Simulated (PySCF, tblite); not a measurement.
# C5H12Si2: dynamics, then NMR shifts on frames, part 2 of 2

tblite 0.8.0 and PySCF 2.14.0. Atoms count from 0.

## (6) Shielding tensors: 800 fs, PBE0/pcSseg-1

The job: settings as JSON, then the geometry in Å.

```
{"job": {"kind": "nmr", "xc": "PBE0", "basis": "pcSseg-1", "pop": false}, "charge": 0, "multiplicity": 1}
C      1.572500     3.342600     1.219600
C      1.336000     2.159100     1.073000
Si     0.878800     0.341500     0.971800
Si     2.174800    -0.662900    -0.625900
C     -0.936600     0.402100     0.568600
C     -1.639300    -0.974300     0.643800
C     -1.202500     1.085400    -0.840000
H      1.933600     4.329100     1.402900
H      1.018700    -0.109400     2.395600
H      1.768400    -2.078000    -1.039400
H      3.507600    -0.632400     0.008700
H      2.330800     0.100800    -1.886700
H     -1.426600     1.043900     1.352600
H     -1.143300    -1.755800     0.090100
H     -1.607200    -1.287700     1.686000
H     -2.646200    -0.904600     0.307800
H     -2.282800     1.264500    -0.870300
H     -0.870700     0.438500    -1.676400
H     -0.691000     2.069000    -0.855500
```

Method: GIAO PBE0/pcSseg-1 NMR shielding, non-relativistic, gas phase.

The program printed:

```text
coarse grid: 16120 points
cycle   1  E = -776.0248478847  dE =  2.734e-01  |g| = 4.664e-01  |ddm| = 3.788e+00
cycle   2  E = -776.0106406181  dE =  1.421e-02  |g| = 5.200e-01  |ddm| = 1.051e+00
cycle   3  E = -776.0809909200  dE = -7.035e-02  |g| = 1.147e-01  |ddm| = 5.706e-01
cycle   4  E = -776.0836383463  dE = -2.647e-03  |g| = 5.190e-02  |ddm| = 1.119e-01
cycle   5  E = -776.0843036799  dE = -6.653e-04  |g| = 1.212e-02  |ddm| = 4.582e-02
cycle   6  E = -776.0843405529  dE = -3.687e-05  |g| = 3.085e-03  |ddm| = 1.460e-02
cycle   7  E = -776.0843430214  dE = -2.469e-06  |g| = 4.401e-04  |ddm| = 3.236e-03
final grid: 144360 points
cycle   8  E = -776.1279959554  dE = -3.118e-05  |g| = 7.331e-03  |ddm| = 2.765e-02
cycle   9  E = -776.1279905489  dE =  5.406e-06  |g| = 8.604e-03  |ddm| = 1.489e-02
cycle  10  E = -776.1280100785  dE = -1.953e-05  |g| = 7.135e-04  |ddm| = 8.285e-03
cycle  11  E = -776.1280101843  dE = -1.058e-07  |g| = 3.035e-04  |ddm| = 9.174e-04
cycle  12  E = -776.1280102017  dE = -1.744e-08  |g| = 1.545e-04  |ddm| = 3.029e-04
cycle  13  E = -776.1280102077  dE = -6.005e-09  |g| = 3.339e-05  |ddm| = 1.319e-04
cycle  14  E = -776.1280102080  dE = -2.642e-10  |g| = 6.691e-06  |ddm| = 3.266e-05
converged SCF energy = -776.1280102080

GIAO shielding tensors (ppm)
atom      isotropic    diamagn.    paramagn.     s11        s22        s33       span
  0 C       81.250     260.607    -179.357     -4.946      0.473    248.223    253.170
  1 C       93.428     264.062    -170.634    -10.031      0.493    289.821    299.852
  2 Si     400.092     881.305    -481.213    373.406    377.389    449.479     76.072
  3 Si     470.506     879.523    -409.017    443.975    465.072    502.472     58.498
  4 C      163.492     252.429     -88.938    156.646    163.512    170.316     13.670
  5 C      169.450     247.651     -78.200    156.201    161.007    191.144     34.943
  6 C      160.567     248.864     -88.297    147.472    154.297    179.932     32.460
  7 H       29.187      32.148      -2.961     24.000     24.060     39.502     15.502
  8 H       26.616      28.893      -2.277     23.301     24.878     31.669      8.367
  9 H       27.402      27.671      -0.270     23.709     25.673     32.823      9.113
 10 H       28.032      27.539       0.492     24.478     25.764     33.853      9.376
 11 H       27.878      28.494      -0.616     24.640     26.279     32.714      8.074
 12 H       29.668      32.256      -2.588     25.906     27.930     35.169      9.263
 13 H       31.202      31.845      -0.643     26.499     30.525     36.581     10.082
 14 H       30.481      30.324       0.157     25.561     28.130     37.752     12.191
 15 H       31.106      30.917       0.189     26.495     28.580     38.244     11.749
 16 H       29.924      30.560      -0.636     25.371     27.585     36.815     11.444
 17 H       30.390      31.388      -0.998     26.792     29.067     35.310      8.519
 18 H       29.237      31.181      -1.944     24.022     29.117     34.571     10.549
```

It took 26 s on 1 thread of Arm Neoverse V1, shared host; peak memory 0.88 GiB.

This run: δ C0 105.7, C1 93.5, C6 26.4, C4 23.4, H8 5.10, H9 4.32 ppm.

## (7) Nuclear shieldings: 1000 fs, PBE0/pcSseg-1

The job: settings as JSON, then the geometry in Å.

```
{"job": {"kind": "nmr", "xc": "PBE0", "basis": "pcSseg-1", "pop": false}, "charge": 0, "multiplicity": 1}
C      2.109000     3.393800     0.891700
C      1.594500     2.307100     0.984100
Si     0.943300     0.577300     0.716200
Si     2.158100    -0.608000    -0.919900
C     -0.940000     0.413200     0.503600
C     -1.369600    -1.044400     0.233500
C     -1.435800     1.329900    -0.591600
H      2.547600     4.360100     0.927000
H      1.210500     0.013900     2.017500
H      2.419200    -1.929000    -0.274300
H      3.282700     0.085300    -1.496000
H      1.405400    -0.995300    -2.078700
H     -1.384200     0.811400     1.441500
H     -0.862400    -1.383200    -0.633700
H     -1.033200    -1.706600     1.032400
H     -2.459700    -1.079400     0.048900
H     -2.549000     1.351000    -0.708900
H     -0.991900     1.120500    -1.565100
H     -1.109300     2.307500    -0.258700
```

Method: GIAO PBE0/pcSseg-1 NMR shielding, non-relativistic, gas phase.

The program printed:

```text
coarse grid: 16120 points
cycle   1  E = -776.0208967074  dE =  3.750e-01  |g| = 4.725e-01  |ddm| = 3.809e+00
cycle   2  E = -776.0090931440  dE =  1.180e-02  |g| = 5.177e-01  |ddm| = 9.799e-01
cycle   3  E = -776.0785668282  dE = -6.947e-02  |g| = 9.678e-02  |ddm| = 5.377e-01
cycle   4  E = -776.0802252834  dE = -1.658e-03  |g| = 5.312e-02  |ddm| = 1.050e-01
cycle   5  E = -776.0809199893  dE = -6.947e-04  |g| = 1.282e-02  |ddm| = 4.698e-02
cycle   6  E = -776.0809609013  dE = -4.091e-05  |g| = 3.149e-03  |ddm| = 1.433e-02
cycle   7  E = -776.0809635439  dE = -2.643e-06  |g| = 4.614e-04  |ddm| = 3.826e-03
final grid: 144360 points
cycle   8  E = -776.1231075083  dE = -3.217e-05  |g| = 7.186e-03  |ddm| = 2.774e-02
cycle   9  E = -776.1231022733  dE =  5.235e-06  |g| = 8.462e-03  |ddm| = 1.433e-02
cycle  10  E = -776.1231209829  dE = -1.871e-05  |g| = 6.910e-04  |ddm| = 7.743e-03
cycle  11  E = -776.1231210947  dE = -1.118e-07  |g| = 2.104e-04  |ddm| = 9.410e-04
cycle  12  E = -776.1231211052  dE = -1.053e-08  |g| = 5.807e-05  |ddm| = 2.378e-04
cycle  13  E = -776.1231211056  dE = -4.025e-10  |g| = 4.370e-05  |ddm| = 8.797e-05
cycle  14  E = -776.1231211061  dE = -4.854e-10  |g| = 6.430e-06  |ddm| = 3.222e-05
converged SCF energy = -776.1231211061

GIAO shielding tensors (ppm)
atom      isotropic    diamagn.    paramagn.     s11        s22        s33       span
  0 C       77.986     259.234    -181.247     -4.738     -3.714    242.411    247.149
  1 C       98.039     264.054    -166.015     -0.689      4.681    290.126    290.815
  2 Si     409.111     881.404    -472.292    360.379    402.555    464.400    104.022
  3 Si     469.742     880.636    -410.894    435.539    464.943    508.744     73.205
  4 C      166.056     251.903     -85.848    158.939    166.300    172.928     13.989
  5 C      166.642     249.957     -83.315    150.703    160.447    188.775     38.072
  6 C      164.934     248.736     -83.802    149.867    162.313    182.622     32.755
  7 H       29.371      31.755      -2.383     24.297     24.417     39.399     15.102
  8 H       27.611      30.305      -2.694     24.187     26.159     32.487      8.300
  9 H       27.834      28.708      -0.874     24.375     25.582     33.545      9.170
 10 H       28.511      29.318      -0.807     24.778     26.286     34.468      9.689
 11 H       28.641      30.782      -2.141     24.867     27.887     33.168      8.302
 12 H       29.836      31.730      -1.894     26.760     27.106     35.642      8.882
 13 H       31.566      33.357      -1.791     26.831     31.911     35.957      9.125
 14 H       30.496      30.960      -0.464     25.885     28.241     37.363     11.478
 15 H       30.057      29.973       0.084     25.611     27.346     37.213     11.601
 16 H       29.816      29.234       0.583     25.563     26.854     37.031     11.468
 17 H       30.708      31.567      -0.859     26.522     30.098     35.502      8.980
 18 H       29.945      31.060      -1.115     24.120     29.649     36.066     11.946
```

Wall time 26 s (1 thread of Arm Neoverse V1, shared host); peak memory 0.88 GiB.

Key values: δ C0 108.9, C1 88.9, C6 22.0, C4 20.9, H8 4.11, H9 3.88 ppm.

## (8) Comparing the runs: NMR shifts

Shifts (ppm) of some atoms, chosen among heavy atoms and hydrogens apart, with basis size and wall time:

| frame | C0 | C6 | C4 | H17 | H14 | Si2 | Si3 | functions | time |
| --- | --- | --- | --- | --- | --- | --- | --- | --- | --- |
| 250 fs | 105.6 | 27.6 | 18.5 | 2.43 | 0.58 | -52.5 | -117.2 | 193 | 29 s |
| 425 fs | 111.7 | 20.2 | 25.3 | 0.44 | 1.37 | -54.7 | -123.6 | 193 | 29 s |
| 625 fs | 108.3 | 26.4 | 25.7 | 0.68 | 2.03 | -70.5 | -127.8 | 193 | 29 s |
| 800 fs | 105.7 | 26.4 | 23.4 | 1.33 | 1.24 | -50.9 | -121.3 | 193 | 26 s |
| 1000 fs | 108.9 | 22.0 | 20.9 | 1.01 | 1.22 | -60.0 | -120.6 | 193 | 26 s |

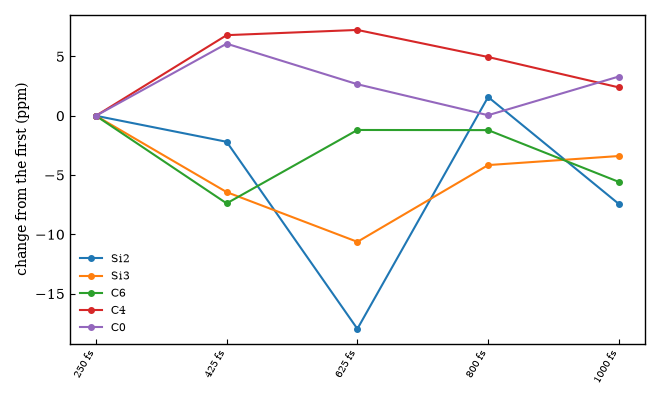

How five of the tabulated atoms move from run to run.

## (9) Results

What follows sums up all 2 parts.

| quantity | value |
| --- | --- |
| thermostat | 200 K |
| mean temperature, second half | 204 K |
| mean potential energy above the minimum | 0.38 eV |
| 13C shifts against TMS (PBE0/pcSseg-1, 250 fs) | 105.6, 89.2, 27.6, 18.5, 16.9 ppm |
| 1H shifts against TMS (PBE0/pcSseg-1, 250 fs) | 5.03, 4.33, 3.80, 2.98, 2.44, 2.43, 2.04, 1.88, 1.66, 1.59, 0.58, 0.37 ppm |
| 29Si shifts against TMS (PBE0/pcSseg-1, 250 fs) | -52.5, -117.2 ppm |
| range of the shift of Si2 | -70.5 to -50.9 ppm |

**Reading.** In the second half the potential energy averages 0.38 eV above the minimum; equipartition over 51 harmonic modes at 200 K would give 0.44 eV. With 19 atoms the temperature swings widely (135 to 269 K). Shifts at one fixed geometry are not the observed spectrum, which averages over the motion. In the first frame run (250 fs): The widest tensor belongs to C1: span 294 ppm, with a paramagnetic part of -166 ppm. In ppm, Si2 moves most: its shift spreads over 19.5 ppm, from -70.5 (625 fs) to -50.9 (800 fs).
